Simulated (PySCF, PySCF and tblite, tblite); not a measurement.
# C6H8BF: a path driven as rotation about a bond, and NMR exchange, part 2 of 2

PySCF and tblite. Atoms count from 0. Earlier steps stand in the parts before.

## Step 7: Shieldings, saddle of leg 1: PBE0/pcSseg-1

What the job is given:

```
{"job": {"kind": "nmr", "xc": "PBE0", "basis": "pcSseg-1", "pop": false}, "charge": 0, "multiplicity": 1}
C     -0.204655     2.918735    -0.065653
C     -0.209442     1.634415    -0.208861
C     -0.187030     0.332763    -0.349008
B      1.136176    -0.510039    -0.212126
C      1.579600    -1.031058     1.196475
C     -1.418992    -0.393388    -0.634470
C     -1.532337    -1.707052    -0.791253
F     -2.533420     0.372830    -0.741674
H     -0.363479     3.385569     0.893928
H     -0.060017     3.584054    -0.902436
H      1.792111    -0.703663    -1.164052
H      2.180930    -1.936542     1.161885
H      0.757771    -1.184305     1.891818
H      2.214275    -0.260387     1.639075
H     -2.483228    -2.162654    -1.000637
H     -0.668263    -2.339278    -0.713012
```

What it wrote:

```text
coarse grid: 13648 points
cycle   1  E = -357.4655290500  dE =  1.005e+00  |g| = 5.852e-01  |ddm| = 3.836e+00
cycle   2  E = -357.4364356190  dE =  2.909e-02  |g| = 7.310e-01  |ddm| = 1.024e+00
cycle   3  E = -357.5363911421  dE = -9.996e-02  |g| = 1.173e-01  |ddm| = 5.784e-01
cycle   4  E = -357.5395722768  dE = -3.181e-03  |g| = 4.071e-02  |ddm| = 1.600e-01
cycle   5  E = -357.5399606035  dE = -3.883e-04  |g| = 1.536e-02  |ddm| = 4.836e-02
cycle   6  E = -357.5400118656  dE = -5.126e-05  |g| = 3.083e-03  |ddm| = 1.328e-02
cycle   7  E = -357.5400138434  dE = -1.978e-06  |g| = 9.741e-04  |ddm| = 3.341e-03
final grid: 133040 points
cycle   8  E = -357.5938932361  dE = -4.009e-05  |g| = 8.328e-03  |ddm| = 4.577e-02
cycle   9  E = -357.5938859564  dE =  7.280e-06  |g| = 1.057e-02  |ddm| = 1.625e-02
cycle  10  E = -357.5939095679  dE = -2.361e-05  |g| = 1.930e-03  |ddm| = 9.668e-03
cycle  11  E = -357.5939103514  dE = -7.835e-07  |g| = 3.085e-04  |ddm| = 1.931e-03
cycle  12  E = -357.5939103726  dE = -2.122e-08  |g| = 1.356e-04  |ddm| = 3.830e-04
cycle  13  E = -357.5939103766  dE = -3.967e-09  |g| = 2.931e-05  |ddm| = 1.312e-04
cycle  14  E = -357.5939103768  dE = -1.859e-10  |g| = 1.010e-05  |ddm| = 3.628e-05
converged SCF energy = -357.5939103768

GIAO shielding tensors (ppm)
atom      isotropic    diamagn.    paramagn.     s11        s22        s33       span
  0 C      106.082     264.045    -157.962     11.953    136.620    169.674    157.721
  1 C      -24.896     260.664    -285.559    -47.651    -23.589     -3.447     44.204
  2 C       79.764     265.790    -186.026      6.408    101.053    131.831    125.423
  3 B       15.085     190.291    -175.206    -65.214    -13.566    124.034    189.249
  4 C      169.087     253.043     -83.956    140.706    177.979    188.577     47.870
  5 C       18.363     246.808    -228.445    -87.081     62.999     79.171    166.252
  6 C       89.366     260.387    -171.021     -1.341    114.057    155.383    156.724
  7 F      263.700     474.367    -210.667    161.593    297.728    331.779    170.187
  8 H       26.605      31.180      -4.575     24.712     24.970     30.132      5.420
  9 H       26.593      29.391      -2.797     24.641     24.969     30.170      5.529
 10 H       23.648      30.328      -6.679     18.248     26.117     26.581      8.333
 11 H       30.089      29.196       0.893     26.981     27.749     35.538      8.557
 12 H       30.191      32.327      -2.136     27.002     29.922     33.650      6.648
 13 H       30.957      29.846       1.111     26.663     29.363     36.843     10.179
 14 H       26.869      28.934      -2.065     24.435     25.007     31.165      6.730
 15 H       28.272      33.706      -5.434     25.939     26.909     31.967      6.027
```

Run time: 10 s. Hardware: 1 thread of AMD EPYC 9R45, shared host; peak memory 0.83 GiB.

Key values: HOMO -6.80 eV, LUMO -1.57 eV; dipole 1.80 D.

## Step 8: Shieldings, end: PBE0/pcSseg-1

What the job is given:

```
{"job": {"kind": "nmr", "xc": "PBE0", "basis": "pcSseg-1", "pop": false}, "charge": 0, "multiplicity": 1}
C     -0.250763     3.024201    -0.749899
C     -0.196767     1.755239    -0.533048
C     -0.111864     0.460808    -0.290608
B      1.255734    -0.090876     0.189889
C      1.411177    -1.462244     0.941199
C     -1.337155    -0.339529    -0.398331
C     -1.435250    -1.628511    -0.686291
F     -2.485932     0.366615    -0.210643
H     -0.437786     3.730443     0.043104
H     -0.115773     3.438451    -1.736024
H      2.198665     0.585206     0.018191
H      1.842070    -2.201307     0.264084
H      0.482746    -1.877851     1.324234
H      2.114407    -1.381553     1.768637
H     -2.396703    -2.105354    -0.756299
H     -0.562190    -2.221618    -0.872199
```

What it wrote:

```text
coarse grid: 13648 points
cycle   1  E = -357.4706466883  dE =  9.982e-01  |g| = 5.957e-01  |ddm| = 3.778e+00
cycle   2  E = -357.4320879431  dE =  3.856e-02  |g| = 7.614e-01  |ddm| = 1.069e+00
cycle   3  E = -357.5442343488  dE = -1.121e-01  |g| = 1.222e-01  |ddm| = 6.375e-01
cycle   4  E = -357.5479285510  dE = -3.694e-03  |g| = 4.524e-02  |ddm| = 1.731e-01
cycle   5  E = -357.5484035227  dE = -4.750e-04  |g| = 1.590e-02  |ddm| = 4.713e-02
cycle   6  E = -357.5484536890  dE = -5.017e-05  |g| = 3.123e-03  |ddm| = 1.485e-02
cycle   7  E = -357.5484556814  dE = -1.992e-06  |g| = 8.915e-04  |ddm| = 3.631e-03
final grid: 133040 points
cycle   8  E = -357.6026016554  dE = -4.829e-05  |g| = 8.376e-03  |ddm| = 4.989e-02
cycle   9  E = -357.6025950230  dE =  6.632e-06  |g| = 1.044e-02  |ddm| = 1.907e-02
cycle  10  E = -357.6026185736  dE = -2.355e-05  |g| = 1.867e-03  |ddm| = 1.089e-02
cycle  11  E = -357.6026192738  dE = -7.002e-07  |g| = 2.929e-04  |ddm| = 1.847e-03
cycle  12  E = -357.6026192918  dE = -1.800e-08  |g| = 1.435e-04  |ddm| = 3.742e-04
cycle  13  E = -357.6026192966  dE = -4.792e-09  |g| = 3.135e-05  |ddm| = 1.793e-04
cycle  14  E = -357.6026192968  dE = -2.084e-10  |g| = 9.824e-06  |ddm| = 3.579e-05
converged SCF energy = -357.6026192968

GIAO shielding tensors (ppm)
atom      isotropic    diamagn.    paramagn.     s11        s22        s33       span
  0 C      112.073     263.202    -151.129     20.700    146.831    168.689    147.989
  1 C      -50.561     261.726    -312.286    -77.566    -64.687     -9.429     68.137
  2 C       76.359     262.073    -185.714      6.600     73.425    149.051    142.450
  3 B       24.544     191.424    -166.880    -43.562     -2.227    119.421    162.983
  4 C      173.826     253.647     -79.821    149.521    176.949    195.008     45.487
  5 C       16.360     248.136    -231.776    -91.094     65.892     74.283    165.377
  6 C       85.584     259.369    -173.784     -8.098    104.725    160.126    168.224
  7 F      262.343     475.249    -212.906    177.735    291.311    317.983    140.247
  8 H       26.554      30.025      -3.472     24.658     24.919     30.085      5.426
  9 H       26.504      29.094      -2.590     24.763     24.939     29.811      5.048
 10 H       24.530      30.805      -6.275     19.880     26.012     27.698      7.818
 11 H       31.099      29.862       1.237     26.784     29.538     36.975     10.191
 12 H       30.190      32.935      -2.745     26.019     30.380     34.172      8.152
 13 H       30.425      29.388       1.037     26.701     28.024     36.551      9.850
 14 H       26.529      29.377      -2.847     23.960     25.275     30.353      6.393
 15 H       27.260      33.937      -6.677     24.391     26.888     30.501      6.110
```

Run time: 10 s. Hardware: 1 thread of AMD EPYC 9R45, shared host; peak memory 0.83 GiB.

In short: HOMO -7.06 eV, LUMO -1.78 eV; dipole 1.09 D.

## Step 9: The path in numbers

What the job is given:

```
{"job": {"smiles": "C=C=C(BC)C(=C)F", "charge": 0, "mult": 1, "motion": "rotation", "what": "aryl or vinyl borane", "atoms": [3, 2], "drives": [{"terms": [["t", [4, 3, 2, 1], 0.25], ["t", [4, 3, 2, 5], 0.25], ["t", [10, 3, 2, 1], 0.25], ["t", [10, 3, 2, 5], 0.25]], "by": 180, "n": 12}], "study": "path", "level": {"kind": "nmr", "xc": "PBE0", "basis": "pcSseg-1"}, "fields": [80, 300, 500], "first": 5, "seed": 543, "kind": "path"}, "charge": 0, "multiplicity": 1}
C     -0.089777     2.570948     0.216257
C     -0.236537     1.315932    -0.034253
C     -0.358531     0.021603    -0.268412
B      0.720727    -0.953537     0.271077
C      2.027701    -0.415793     0.957719
C     -1.546142    -0.422905    -1.004734
C     -1.819320    -1.629937    -1.478493
F     -2.458998     0.564467    -1.225816
H     -0.479309     3.021993     1.115151
H      0.419449     3.232381    -0.466624
H      0.562563    -2.110606     0.183461
H      2.906829    -0.768654     0.418206
H      2.125608    -0.821953     1.964339
H      2.093668     0.666943     1.026404
H     -2.735061    -1.814092    -2.011062
H     -1.140469    -2.447846    -1.346378
```

What it wrote:

```text
stationary points (kcal/mol above the start)
  n  kind          group   xTB      DFT    lowest mode
  0  minimum      C1       0.00     0.00      23.7
  1  saddle       C1       3.77     7.11     -88.9
  2  minimum      C1       0.64     1.55      47.9

GFN2-xTB energies: T/K, barrier G, reaction G (kcal/mol), k forward, k back (1/s)
 150.00     3.53     1.01   2.26e+07   6.71e+08
 200.00     3.62     1.06   4.62e+08   6.72e+09
 250.00     3.72     1.11   2.91e+09   2.73e+10
 298.15     3.83     1.15   9.73e+09   6.79e+10
 350.00     3.95     1.19    2.5e+10   1.38e+11
 400.00     4.07     1.22   4.97e+10    2.3e+11
 500.00     4.34     1.26   1.32e+11   4.73e+11

PBE0/pcSseg-1 + D3(BJ) energies: T/K, barrier G, reaction G (kcal/mol), k forward, k back (1/s)
 150.00     6.86     1.92        313   1.97e+05
 200.00     6.96     1.98   1.05e+05   1.51e+07
 250.00     7.06     2.02   3.53e+06   2.07e+08
 298.15     7.16     2.06   3.49e+07   1.14e+09
 350.00     7.28     2.10   2.07e+08   4.22e+09
 400.00     7.41     2.13   7.48e+08   1.09e+10
 500.00     7.67     2.18   4.61e+09   4.12e+10
```

Run time: 41 s. Hardware: 1 thread of AMD EPYC 9R45, shared host; peak memory 0.83 GiB. This counts the whole study up to here.

Barriers by level (kcal/mol; entropies in cal/(mol K)). Zero-point and thermal terms come from xTB in every row. ΔG‡ leaves symmetry out; the rate counts one path; effective ΔG‡, where given, is the barrier that would give that rate by Eyring's equation alone:

| level | ΔE‡ | with zero-point | ΔH‡ | ΔS‡ | ΔG‡ (298 K) | ΔE of reaction | k at 298 K (1/s) | effective ΔG‡ |
| --- | --- | --- | --- | --- | --- | --- | --- | --- |
| GFN2-xTB | 3.77 | 3.33 | 2.93 | -3.0 | 3.83 | 0.64 | 9.7e+09 | 3.83 |
| PBE0/pcSseg-1 + D3(BJ) | 7.11 | 6.67 | 6.26 | -3.0 | 7.16 | 1.55 | 3.5e+07 | 7.16 |

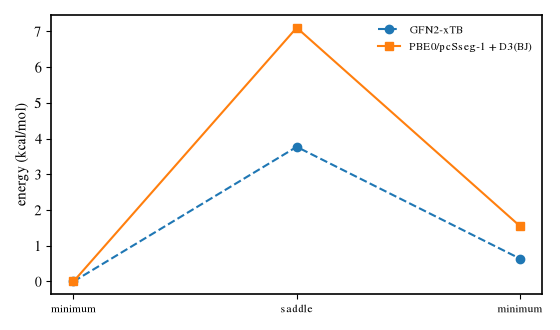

The xTB stationary points, at both levels.

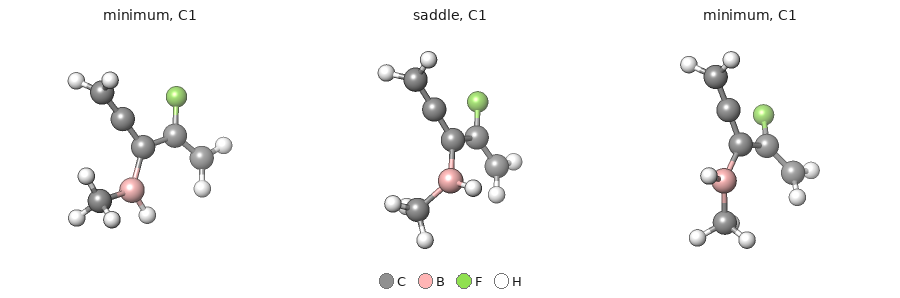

The stationary points in order.

Sites that the driver pairs across this motion, and where their lines would merge (no couplings; faster rotations or exchange between molecules can average them sooner):

```
nucleus        sites: shielding (ppm)  proton frequency (MHz)  spread (Hz)  coalescence (K)  lines at 298 K
    ¹⁹F    F7: 264.8; F7 (end): 262.3                     500         1177        not given               –
    ¹³C    C0: 108.4; C0 (end): 112.1                     500          461        not given               –
     ¹H  H15: 26.49; H15 (end): 27.26                     500          386        not given               –
    ¹³C    C1: -47.9; C1 (end): -50.6                     500          332        not given               –
    ¹³C      C6: 87.8; C6 (end): 85.6                     500          275        not given               –
    ¹¹B      B3: 26.2; B3 (end): 24.5                     500          265        not given               –
    ¹³C      C2: 77.8; C2 (end): 76.4                     500          176        not given               –
     ¹H  H10: 24.23; H10 (end): 24.53                     500          147        not given               –
```

A dash: the driver gave no coalescence for this row (it judged the minor form too scarce).

Rows that set an atom against itself at the end compare its shielding in the two forms.

## Step 10: Summary of results

What follows sums up all 2 parts.

| quantity | value |
| --- | --- |
| barrier (PBE0/pcSseg-1 + D3(BJ)) | ΔE‡ 7.1, ΔG‡(298 K) 7.2 kcal/mol |
| barrier (GFN2-xTB) | ΔE‡ 3.8 kcal/mol |
| rate at 298 K | 3.5e+07 s⁻¹ |
| end of the path | 1.6 kcal/mol from the start |

DFT puts the top 7.1 kcal/mol above the start (xTB: 3.8); the rate from the DFT barrier is 3.5e+07 s⁻¹ at 298 K. An error of 1.4 kcal/mol changes that rate tenfold.
